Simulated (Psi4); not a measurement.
**UM06-L/def2-SVPD run of C2H2FSi (SMILES C#C[SiH]F)**

Aim: the vertical doublet–quartet gap of C2H2FSi at UM06-L/def2-SVPD, from 2 runs. The job is set up through a Python script.

The calculation is run with Psi4 1.11.

1 further run of the same task is left out (set aside as unsound or not needed).

### 1 Starting point

C2H2FSi: 6 atoms, total charge 0, spin state doublet. As SMILES, `C#C[SiH]F`. The shape is that of a PBE0-D4/def2-TZVP optimisation.

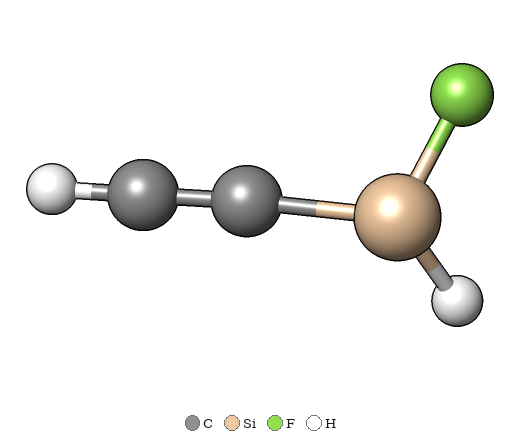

The structure, seen from a chosen angle (carbon grey, silicon light orange, fluorine green, hydrogen white).

### 2 Energy and forces at UM06-L/def2-SVPD

File c2h2fsi.py:

```python
import psi4

psi4.set_memory('1600 MB')
psi4.set_num_threads(1)
psi4.core.set_output_file('run.log', False)

molecule = psi4.geometry("""
0 2
C      0.118100    -0.680000    -1.605700
C      0.120400    -0.213700    -0.490100
Si     0.338300     0.466700     1.168800
F     -0.478000    -0.412300     2.226800
H      0.100300    -1.089200    -2.590300
H     -0.157100     1.864400     1.244300
units angstrom
symmetry c1
""")

psi4.set_options({
    'reference': 'uks',
    'puream': True,
    'e_convergence': 1e-09,
    'd_convergence': 1e-08,
    'scf_type': 'pk',
    'dft_radial_points': 99,
    'dft_spherical_points': 590,
    'maxiter': 200,
})

result, w = psi4.gradient("m06-l/def2-SVPD", molecule=molecule, return_wfn=True)
psi4.oeprop(w, "QUADRUPOLE", "LOWDIN_CHARGES", "DIPOLE", title="M06-L")
print('gradient / Eh bohr^-1')
print(result.np.round(6))
print(f'energy = {w.energy():.10f} Eh')
for k, v in sorted(psi4.core.scalar_variables().items()):
    print(f'{k:45s} {v:18.10f}')
```

The run is started by

```
$ python c2h2fsi.py
```

run.log, shortened:

```text
[...]
  Running in c1 symmetry.
[...]
  Nuclear repulsion =  130.576000701221830
[...]
  Multiplicity = 2
[...]
  Nalpha       = 19
  Nbeta        = 18
[...]
    Number of basis functions: 103
[...]
   @UKS iter   1:  -466.13331122856800   -2.80254e-01   7.11436e-03 DIIS/ADIIS
[...]
   @UKS iter  17:  -466.44140100789355    5.68434e-14   3.08803e-09 DIIS
[...]
   @S^2 Observed:                7.542446922E-01
[...]
    Orbital Energies [Eh]
    ---------------------
    Alpha Occupied:
       1A    -65.878492     2A    -24.509466     3A    -10.091308
       4A    -10.069270     5A     -5.307850     6A     -3.621399
       7A     -3.619912     8A     -3.616726     9A     -1.161768
      10A     -0.719346    11A     -0.559654    12A     -0.503136
      13A     -0.441044    14A     -0.420929    15A     -0.409915
      16A     -0.351851    17A     -0.297993    18A     -0.288614
      19A     -0.202404
    Alpha Virtual:
      20A     -0.055516    21A     -0.028712    22A      0.030613
      23A      0.040636    24A      0.050197    25A      0.054108
[...]
  @UKS Final Energy:  -466.44140100789355
   => Energetics <=
    Nuclear Repulsion Energy =            130.5760007012218296
    One-Electron Energy =                -902.7218059827478100
    Two-Electron Energy =                 348.5922512853458102
    DFT Exchange-Correlation Energy =     -42.8878470117133617
    Empirical Dispersion Energy =           0.0000000000000000
    VV10 Nonlocal Energy =                  0.0000000000000000
    Total Energy =                       -466.4414010078935462
[...]
  -Total Gradient:
     Atom            X                  Y                   Z
    ------   -----------------  -----------------  -----------------
       1       -0.000319165880     0.008454661313     0.020517049969
       2        0.000411188546    -0.009269945079    -0.022582089906
       3       -0.014643529364    -0.015090898271     0.015810249678
       4        0.014257914340     0.014466362289    -0.018035094011
       5        0.000223283749     0.001949264180     0.004625180195
       6        0.000455863238    -0.000224682308    -0.000488006765
[...]
 Multipole Moments:
 ------------------------------------------------------------------------------------
     Multipole            Electronic (a.u.)      Nuclear  (a.u.)        Total (a.u.)
 ------------------------------------------------------------------------------------
 L = 1.  Multiply by 2.5417464519 to convert [e a0] to [Debye]
 Dipole X            :         -0.1391785            0.3634083            0.2242298
 Dipole Y            :         -1.0257936            1.1874886            0.1616950
 Dipole Z            :          3.3857967           -3.9704923           -0.5846956
 Magnitude           :                                                    0.6467559
 L = 2.  Multiply by 1.3450342976 to convert [e a0^2] to [Debye ang]
 Quadrupole XX       :        -36.2995041           13.4865846          -22.8129196
 Quadrupole XY       :        -11.0306137           10.8389250           -0.1916887
[...]
```

Standard output:

```text
gradient / Eh bohr^-1
[[-0.000319  0.008455  0.020517]
 [ 0.000411 -0.00927  -0.022582]
 [-0.014644 -0.015091  0.01581 ]
 [ 0.014258  0.014466 -0.018035]
 [ 0.000223  0.001949  0.004625]
 [ 0.000456 -0.000225 -0.000488]]
energy = -466.4414010079 Eh
CURRENT ENERGY                                   -466.4414010079
CURRENT REFERENCE ENERGY                         -466.4414010079
DD SOLVATION ENERGY                                 0.0000000000
DFT FUNCTIONAL TOTAL ENERGY                      -466.4414010079
DFT TOTAL ENERGY                                 -466.4414010079
DFT VV10 ENERGY                                     0.0000000000
DFT XC ENERGY                                     -42.8878470117
GRID ELECTRONS ALPHA                               19.0000008444
GRID ELECTRONS BETA                                18.0000008291
GRID ELECTRONS TOTAL                               37.0000016735
NUCLEAR REPULSION ENERGY                          130.5760007012
ONE-ELECTRON ENERGY                              -902.7218059827
PCM POLARIZATION ENERGY                             0.0000000000
PE ENERGY                                           0.0000000000
SCF ITERATION ENERGY                             -466.4414010079
SCF ITERATIONS                                     17.0000000000
SCF TOTAL ENERGY                                 -466.4414010079
TWO-ELECTRON ENERGY                               348.5922512853
XC GRID RADIAL POINTS                              99.0000000000
XC GRID SPHERICAL POINTS                          590.0000000000
XC GRID TOTAL POINTS                           338034.0000000000
```

Run time: 68 s. Hardware: 1 thread of Intel Xeon Platinum 8488C (Sapphire Rapids), shared host; peak memory 0.7 GiB.

### 3 The quartet: the energy at UM06-L/def2-SVPD

File c2h2fsi.py:

```python
import psi4

psi4.set_memory(1600000000)
psi4.set_num_threads(1)
psi4.core.set_output_file('output.dat', False)

molecule = psi4.geometry("""
0 4
C      0.118100    -0.680000    -1.605700
C      0.120400    -0.213700    -0.490100
Si     0.338300     0.466700     1.168800
F     -0.478000    -0.412300     2.226800
H      0.100300    -1.089200    -2.590300
H     -0.157100     1.864400     1.244300
units angstrom
symmetry c1
""")

options = {'reference': 'uks', 'puream': True, 'e_convergence': 1e-09, 'd_convergence': 1e-08, 'scf_type': 'pk', 'dft_radial_points': 99, 'dft_spherical_points': 590, 'maxiter': 200}
psi4.set_options(options)

e_tot = psi4.energy("m06-l/def2-SVPD")
print(f'total energy {e_tot:.8f} hartree = {e_tot * 27.211386:.5f} eV')
```

The run is started by

```
$ python c2h2fsi.py
```

output.dat, shortened:

```text
[...]
  Running in c1 symmetry.
[...]
  Nuclear repulsion =  130.576000701221830
[...]
  Multiplicity = 4
[...]
  Nalpha       = 20
  Nbeta        = 17
[...]
    Number of basis functions: 103
[...]
   @UKS iter   1:  -465.59262407351548    2.60434e-01   9.16557e-03 DIIS/ADIIS
[...]
   @UKS iter  20:  -466.26116056940776   -1.59162e-12   9.70351e-09 DIIS
[...]
   @S^2 Observed:                3.763604820E+00
[...]
    Orbital Energies [Eh]
    ---------------------
    Alpha Occupied:
       1A    -65.864818     2A    -24.496063     3A    -10.113163
       4A    -10.110579     5A     -5.293127     6A     -3.606658
       7A     -3.605290     8A     -3.602055     9A     -1.150261
      10A     -0.789496    11A     -0.573390    12A     -0.516849
      13A     -0.443884    14A     -0.415619    15A     -0.401580
      16A     -0.370059    17A     -0.348407    18A     -0.332744
      19A     -0.199800    20A     -0.110338
    Alpha Virtual:
      21A     -0.047790    22A      0.025652    23A      0.028848
      24A      0.039086    25A      0.056205    26A      0.087883
[...]
  @UKS Final Energy:  -466.26116056940776
   => Energetics <=
    Nuclear Repulsion Energy =            130.5760007012218296
    One-Electron Energy =                -902.4520979783990242
    Two-Electron Energy =                 348.5477164288039376
    DFT Exchange-Correlation Energy =     -42.9327797210344997
    Empirical Dispersion Energy =           0.0000000000000000
    VV10 Nonlocal Energy =                  0.0000000000000000
    Total Energy =                       -466.2611605694077639
[...]
 Multipole Moments:
 ------------------------------------------------------------------------------------
     Multipole            Electronic (a.u.)      Nuclear  (a.u.)        Total (a.u.)
 ------------------------------------------------------------------------------------
 L = 1.  Multiply by 2.5417464519 to convert [e a0] to [Debye]
 Dipole X            :         -0.1702118            0.3634083            0.1931964
 Dipole Y            :         -1.1582918            1.1874886            0.0291968
 Dipole Z            :          3.0864338           -3.9704923           -0.8840585
 Magnitude           :                                                    0.9053932
[...]
```

The script printed:

```text
total energy -466.26116057 hartree = -12687.61242 eV
```

Wall time 69 s (1 thread of Intel Xeon Platinum 8488C (Sapphire Rapids), shared host); peak memory 0.7 GiB.

### 4 What came out

Level: UM06-L/def2-SVPD.

```
                                        quantity          value
                           doublet: total energy  -466.44140 Eh
                          doublet: dipole moment         1.64 D
     doublet: HOMO energy (highest over α and β)       -5.51 eV
      doublet: LUMO energy (lowest over α and β)       -3.63 eV
                                   doublet: ⟨S²⟩          0.754
               doublet: largest force on an atom     1.397 eV/Å
                           quartet: total energy  -466.26116 Eh
                          quartet: dipole moment         2.30 D
     quartet: HOMO energy (highest over α and β)       -3.00 eV
                                   quartet: ⟨S²⟩          3.764
vertical energy of the quartet above the doublet       4.905 eV
```

**Reading.** At this shape the quartet lies 4.90 eV (113 kcal/mol) above the doublet. The largest force (doublet) is 1.40 eV/Å: the shape isn't a stationary point for this species at this level.
